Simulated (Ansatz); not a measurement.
GaSi2NH8O2: geometry relaxation (part 1 of 2)

System: GaSi2NH8O2, SMILES [NH2][Ga]([O][SiH3])[O][SiH3].
Method: RKS PBE0-D4/def2-TZVP (Ansatz 0.2.0).

The geometry: GFN2-xTB start. Figures and captions count atoms from 1; the log counts them from 0 in places.

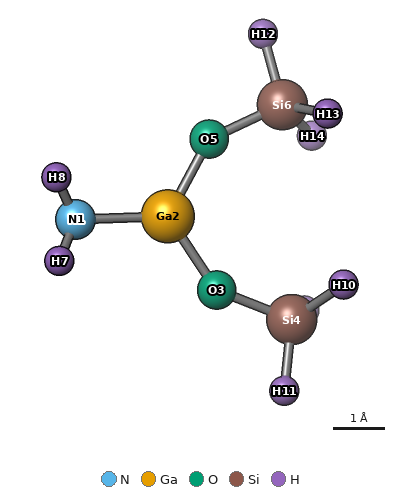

**Figure 1.** The structure as given in the input (ball-and-stick view, seen at a tilt; atoms are numbered from 1 in the order of the input). Sticks mark near contacts. Bond lengths as drawn: Ga–N 1.84 Å, Ga–O 1.75 Å, H–N 1.02 Å, H–Si 1.46 to 1.47 Å and O–Si 1.63 Å.

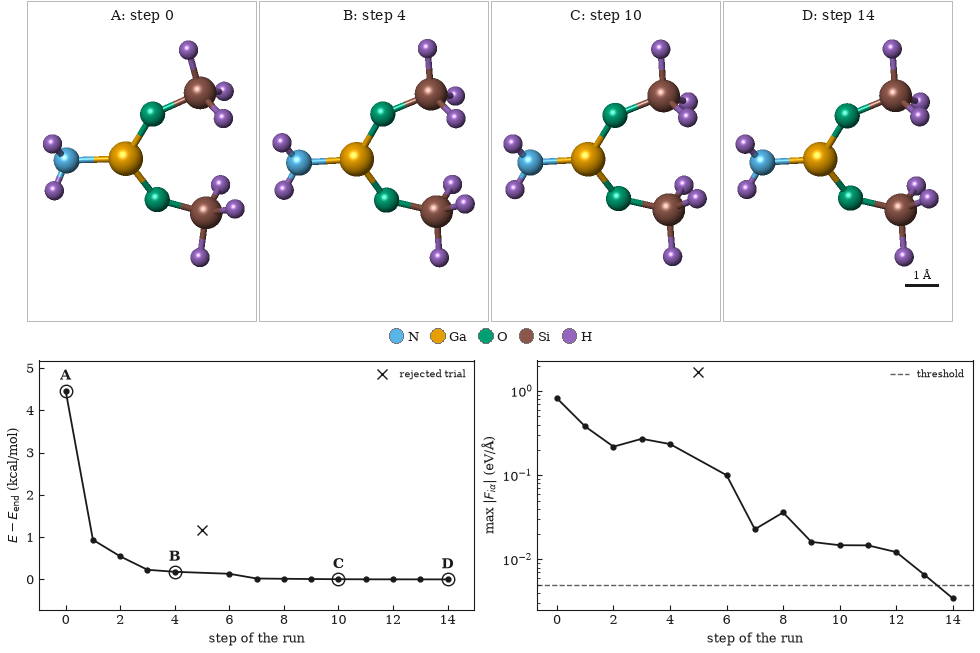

**Figure 2.** Frames of the relaxation (ball-and-stick view, seen at a tilt) above the curves, on which the letters mark them (the first geometry is step 0 here and step 1 in the log).

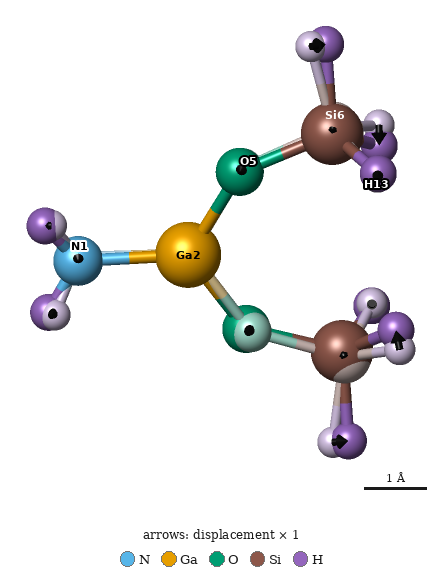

**Figure 3.** Start (faint) and end (solid) with the displacements as black arrows, at true length (ball-and-stick view, seen at a tilt). The two geometries are laid on each other by the best rigid fit. H14 moves most after the best rigid fit: 0.34 Å. By element the largest moves are H 0.34 Å, O 0.17 Å, N 0.14 Å, Si 0.11 Å, Ga 0.07 Å. Distances before and after: N1–Ga2 1.839 → 1.794 Å, Ga2–O3 1.748 → 1.771 Å, Si4–H10 1.468 → 1.491 Å, Si4–H11 1.464 → 1.486 Å. Among the angles that change: Ga2–N1–H8 113.4° → 121.3°, O3–Si4–H11 101.2° → 108.8°, Ga2–N1–H7 113.9° → 121.3°. After 14 geometry steps the energy has fallen by 4.46 kcal/mol. Largest force component: 0.82 eV/Å at the start, 0.0035 eV/Å at the end. The line search rejected the trial step at point 5 (counted from 0) and went back. (Atoms are counted from 1 in the order of the input.)

The input and output of the run follow.

The input:
```yaml
crystal:
  periodic: [false, false, false]
  atoms:
    - {symbol: N, position_ang: [-0.984390, -2.089390, 1.996790]}
    - {symbol: Ga, position_ang: [-0.345900, -0.834200, 0.813360]}
    - {symbol: O, position_ang: [0.420150, -1.294580, -0.688830]}
    - {symbol: Si, position_ang: [0.960710, -0.729180, -2.122150]}
    - {symbol: O, position_ang: [-0.577250, 0.873540, 1.110120]}
    - {symbol: Si, position_ang: [-0.362580, 2.361190, 0.473290]}
    - {symbol: H, position_ang: [-0.490450, -2.976160, 1.961780]}
    - {symbol: H, position_ang: [-1.005890, -1.762900, 2.958410]}
    - {symbol: H, position_ang: [-0.177440, -0.251130, -2.915800]}
    - {symbol: H, position_ang: [1.930270, 0.351400, -1.903890]}
    - {symbol: H, position_ang: [1.579560, -1.930590, -2.685770]}
    - {symbol: H, position_ang: [-1.080980, 3.191270, 1.441730]}
    - {symbol: H, position_ang: [1.074490, 2.660690, 0.435500]}
    - {symbol: H, position_ang: [-0.940300, 2.430050, -0.874540]}
basis:
  gaussian: {orbitals: def2-TZVP}
hamiltonian: {xc: pbe0, dispersion: d4}
relax: {f_tol: 0.005, max_steps: 150}
```

Launched with:
```bash
ansatz run in.yaml --threads 4 --pin off --events-out ev --progress --plain --max-ram 11315MiB
```

What the program printed:
```
Functional definition: PBE0
  name "PBE0"
  cite "Adamo & Barone, J. Chem. Phys. 110, 6158 (1999) doi:10.1063/1.478522"
  cite "Perdew, Burke & Ernzerhof, Phys. Rev. Lett. 77, 3865 (1996) doi:10.1103/PhysRevLett.77.3865"
  parent pbe
  parameter a = 0.25
  parameter kappa = 0.804
  parameter beta = 0.06672455060314922
  exchange = (1 - a)*pbe_x(kappa = kappa, mu = beta*pi^2/3) + a*exact_x
  correlation = pbe_c(beta = beta)
1758 factors; their error is unknown
mean field evaluation 1: about -73818.6053 eV, gradient 9.9e1 eV
mean field evaluation 2: about -73785.6340 eV, gradient 1.6e2 eV
mean field evaluation 4: about -73834.4955 eV, gradient 8.6e0 eV
mean field evaluation 8: about -73834.6314 eV, gradient 7.5e-2 eV
mean field evaluation 16: about -73834.8933 eV, gradient 4.7e-5 eV
mean field -73834.89334063 eV, -2713.3822831801 hartree, gradient 4.7e-5 eV, S^2 0.000000; 0 other end points of the search recorded, 0 dependent functions left out
the calculation of the forces begins
reference -73834.89338328 eV, -2713.3822847474 hartree; 45, 45 occupied and 218, 218 virtual orbitals, 1758 factors
relax step   1: F+E_penalty+E_count = -73835.20685737 eV  Δ(F+E_penalty+E_count) = +0.000e0 eV  max|allowed force component| = 8.194e-1 eV/Å  Δτ_max = 0.0000 Å  (28 SCF iters, accepted)
these checks for a lower state are left out or cut short: starts, cluster_reference, orbital_swaps, neighbouring_geometries, increment
1758 factors; their error is unknown
mean field -73835.05087824 eV, -2713.3880725803 hartree, gradient 1.4e-5 eV, S^2 0.000000; 0 other end points of the search recorded, 0 dependent functions left out
[... from here on the field's lines of each further geometry are left out, up to the last ...]
relax step   2: F+E_penalty+E_count = -73835.35983369 eV  Δ(F+E_penalty+E_count) = -1.530e-1 eV  max|allowed force component| = 3.788e-1 eV/Å  Δτ_max = 0.1207 Å  (33 SCF iters, accepted)
relax step   3: F+E_penalty+E_count = -73835.37680072 eV  Δ(F+E_penalty+E_count) = -1.697e-2 eV  max|allowed force component| = 2.184e-1 eV/Å  Δτ_max = 0.0370 Å  (33 SCF iters, accepted)
relax step   4: F+E_penalty+E_count = -73835.39058415 eV  Δ(F+E_penalty+E_count) = -1.378e-2 eV  max|allowed force component| = 2.706e-1 eV/Å  Δτ_max = 0.2000 Å  (31 SCF iters, accepted)
relax step   5: F+E_penalty+E_count = -73835.39264186 eV  Δ(F+E_penalty+E_count) = -2.058e-3 eV  max|allowed force component| = 2.343e-1 eV/Å  Δτ_max = 0.0211 Å  (34 SCF iters, accepted)
relax step   6: F+E_penalty+E_count = -73835.35026207 eV  Δ(F+E_penalty+E_count) = +4.238e-2 eV  max|allowed force component| = 1.689e0 eV/Å  Δτ_max = 0.1981 Å  (32 SCF iters, rejected (line search))
relax step   7: F+E_penalty+E_count = -73835.39468190 eV  Δ(F+E_penalty+E_count) = -2.040e-3 eV  max|allowed force component| = 1.000e-1 eV/Å  Δτ_max = 0.0990 Å  (31 SCF iters, accepted)
relax step   8: F+E_penalty+E_count = -73835.39952854 eV  Δ(F+E_penalty+E_count) = -4.847e-3 eV  max|allowed force component| = 2.281e-2 eV/Å  Δτ_max = 0.0616 Å  (32 SCF iters, accepted)
relax step   9: F+E_penalty+E_count = -73835.39982051 eV  Δ(F+E_penalty+E_count) = -2.920e-4 eV  max|allowed force component| = 3.610e-2 eV/Å  Δτ_max = 0.0322 Å  (33 SCF iters, accepted)
relax step  10: F+E_penalty+E_count = -73835.40005664 eV  Δ(F+E_penalty+E_count) = -2.361e-4 eV  max|allowed force component| = 1.615e-2 eV/Å  Δτ_max = 0.0232 Å  (32 SCF iters, accepted)
relax step  11: F+E_penalty+E_count = -73835.40025226 eV  Δ(F+E_penalty+E_count) = -1.956e-4 eV  max|allowed force component| = 1.475e-2 eV/Å  Δτ_max = 0.0135 Å  (33 SCF iters, accepted)
relax step  12: F+E_penalty+E_count = -73835.40035306 eV  Δ(F+E_penalty+E_count) = -1.008e-4 eV  max|allowed force component| = 1.469e-2 eV/Å  Δτ_max = 0.0198 Å  (32 SCF iters, accepted)
relax step  13: F+E_penalty+E_count = -73835.40038613 eV  Δ(F+E_penalty+E_count) = -3.306e-5 eV  max|allowed force component| = 1.223e-2 eV/Å  Δτ_max = 0.0145 Å  (33 SCF iters, accepted)
relax step  14: F+E_penalty+E_count = -73835.40040986 eV  Δ(F+E_penalty+E_count) = -2.373e-5 eV  max|allowed force component| = 6.564e-3 eV/Å  Δτ_max = 0.0027 Å  (25 SCF iters, accepted)
the calculation of the forces begins
reference -73835.08256305 eV, -2713.3892369757 hartree; 45, 45 occupied and 218, 218 virtual orbitals, 1758 factors
relax step  15: F+E_penalty+E_count = -73835.40043359 eV  Δ(F+E_penalty+E_count) = -2.372e-5 eV  max|allowed force component| = 3.458e-3 eV/Å  Δτ_max = 0.0072 Å  (33 SCF iters, accepted)
1758 factors; their error is unknown
mean field evaluation 128: about -73835.0825 eV, gradient 1.1e-2 eV
mean field -73835.08252045 eV, -2713.3892354100 hartree, gradient 3.9e-5 eV, S^2 0.000000; 1 other end points of the search recorded, 0 dependent functions left out
the calculation of the forces begins
reference -73835.08256305 eV, -2713.3892369757 hartree; 45, 45 occupied and 218, 218 virtual orbitals, 1758 factors
Total energy: -73835.40047619 eV, -2713.4009200681 hartree
Atom 0 at    -0.860220    -2.087397     2.067782 Å, force     0.000991     0.000346    -0.000234 eV/Å
Atom 1 at    -0.324743    -0.865355     0.868460 Å, force    -0.000874     0.000359    -0.001478 eV/Å
Atom 2 at     0.266888    -1.369764    -0.722889 Å, force    -0.000459    -0.000373     0.003362 eV/Å
Atom 3 at     0.859395    -0.709736    -2.091756 Å, force    -0.000988     0.001005    -0.000268 eV/Å
Atom 4 at    -0.459402     0.863546     1.228187 Å, force     0.000486    -0.003458     0.001138 eV/Å
Atom 5 at    -0.280053     2.303473     0.483276 Å, force     0.000022     0.001134    -0.001556 eV/Å
Atom 6 at    -0.631007    -3.060158     1.959628 Å, force    -0.000816     0.000589    -0.000386 eV/Å
Atom 7 at    -1.038324    -1.836070     3.024660 Å, force     0.000781     0.000070    -0.000427 eV/Å
Atom 8 at    -0.242971    -0.326001    -3.014666 Å, force     0.000459     0.000374    -0.000530 eV/Å
Atom 9 at     1.667785     0.507622    -1.797069 Å, force     0.000547    -0.000465     0.000185 eV/Å
Atom 10 at     1.728901    -1.707953    -2.767203 Å, force     0.000230    -0.000114     0.000097 eV/Å
Atom 11 at    -1.137358     3.306393     1.167186 Å, force    -0.000093    -0.000017    -0.000101 eV/Å
Atom 12 at     1.135839     2.757730     0.543558 Å, force     0.000054     0.000338    -0.000129 eV/Å
Atom 13 at    -0.684729     2.223680    -0.949153 Å, force    -0.000341     0.000210     0.000327 eV/Å
Dipole moment:    -0.009820    -0.287889     0.326532 e Å
```

Trajectory as extended XYZ (Å, eV, eV/Å), 15 frames, from step=1 to step=15:
```
14
Properties=species:S:1:pos:R:3:forces:R:3 step=1 energy=-73835.20686
N    -0.9844   -2.0894    1.9968    0.4802   0.2957  -0.1168
Ga   -0.3459   -0.8342    0.8134   -0.3139  -0.6403   0.6305
O     0.4202   -1.2946   -0.6888    0.0773  -0.0839  -0.2539
Si    0.9607   -0.7292   -2.1221   -0.2652  -0.5820   0.8194
O    -0.5773    0.8735    1.1101   -0.0583   0.2497   0.0336
Si   -0.3626    2.3612    0.4733   -0.1766  -0.8040   0.6166
H    -0.4904   -2.9762    1.9618   -0.1771   0.1498   0.0005
H    -1.0059   -1.7629    2.9584   -0.0880  -0.1022  -0.1955
H    -0.1774   -0.2511   -2.9158   -0.1639   0.1764  -0.3615
H     1.9303    0.3514   -1.9039    0.2675   0.3100  -0.1190
H     1.5796   -1.9306   -2.6858    0.3068  -0.0770  -0.5795
H    -1.0810    3.1913    1.4417   -0.1036   0.6582  -0.0020
H     1.0745    2.6607    0.4355    0.3191   0.2730  -0.1064
H    -0.9403    2.4301   -0.8745   -0.1042   0.1766  -0.3661
14
Properties=species:S:1:pos:R:3:forces:R:3 step=2 energy=-73835.35983
N    -0.9722   -2.0952    2.0056    0.3448   0.2159  -0.0491
Ga   -0.3349   -0.8471    0.8353   -0.2062  -0.3356   0.3143
O     0.4209   -1.3315   -0.6772    0.1355  -0.0180  -0.3632
Si    0.9643   -0.7908   -2.1218   -0.0543  -0.2085   0.2584
O    -0.5860    0.8663    1.1471   -0.0181   0.3788  -0.0263
Si   -0.3857    2.3672    0.5302   -0.0641  -0.2353   0.2181
H    -0.5019   -2.9911    1.9743   -0.1146   0.0547  -0.0122
H    -1.0337   -1.7817    2.9668   -0.0739  -0.0602  -0.1196
H    -0.1497   -0.2878   -2.9617   -0.0823   0.0077  -0.0579
H     1.9402    0.3147   -1.9550    0.0752   0.0649   0.0264
H     1.6245   -1.9367   -2.7976    0.0201   0.0442  -0.0714
H    -1.0905    3.3110    1.4346    0.0172   0.0714  -0.0445
H     1.0527    2.7251    0.4578    0.0821   0.0308   0.0178
H    -0.9480    2.4775   -0.8383   -0.0613  -0.0109  -0.0907
14
Properties=species:S:1:pos:R:3:forces:R:3 step=3 energy=-73835.37680
N    -0.9515   -2.0897    2.0070    0.2184   0.0892   0.0370
Ga   -0.3300   -0.8481    0.8409   -0.0806  -0.0820   0.0711
O     0.4214   -1.3419   -0.6798    0.0543  -0.0101  -0.1578
Si    0.9639   -0.8009   -2.1216   -0.0198  -0.0415   0.0796
O    -0.5862    0.8714    1.1578   -0.0039   0.1596  -0.0101
Si   -0.3874    2.3693    0.5397   -0.0161  -0.0718   0.0441
H    -0.5103   -2.9981    1.9734   -0.0835   0.0326  -0.0149
H    -1.0512   -1.7889    2.9670   -0.0549  -0.0390  -0.0849
H    -0.1582   -0.3062   -2.9668    0.0013   0.0038   0.0203
H     1.9441    0.3085   -1.9483   -0.0215  -0.0002   0.0105
H     1.6349   -1.9240   -2.8293   -0.0088   0.0197   0.0200
H    -1.0869    3.3442    1.4187    0.0090  -0.0230  -0.0150
H     1.0552    2.7351    0.4750   -0.0098  -0.0167  -0.0054
H    -0.9578    2.4693   -0.8336    0.0159  -0.0205   0.0054
```
